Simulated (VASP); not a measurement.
Input:

```yaml
crystal:
  lattice:
    - [3.98488, 0.00000, 0.00000]
    - [-1.99244, 3.45101, 0.00000]
    - [0.00000, 0.00000, 3.85683]
  atoms:
    - { symbol: Dy, position: [0.66667, 0.33333, 0.50000] }
    - { symbol: Ni, position: [0.33333, 0.66667, 0.00000] }
    - { symbol: As, position: [0.00000, 0.00000, 0.00000] }
```

These are PBEsol GGA, VASP's PBE PAW potentials (set 64) (plane waves; VASP) values and carry that method's errors. Settings: 400 eV cut-off, 10×10×9 Γ-centred mesh, tetrahedra with Blöchl corrections, potentials Dy_3 Ni As.

The 4f electrons are frozen in the core of the lanthanide potential, so 4f levels, which can set the real gap, and their magnetism are missing.

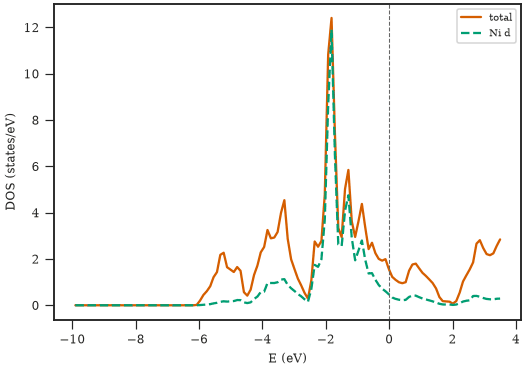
Fig. 1. Total and projected density of states, zero at the Fermi level

Within 2 eV below the Fermi level the largest weight inside VASP's projection spheres is Ni d.

It has no gap at this level: it comes out as a metal or semimetal.

The structure comes from a computed database's DyNiAs entry (P-6m2); how it stands against other phases isn't given here. It was relaxed first. The run is not spin-polarised, so no magnetic state was tried.
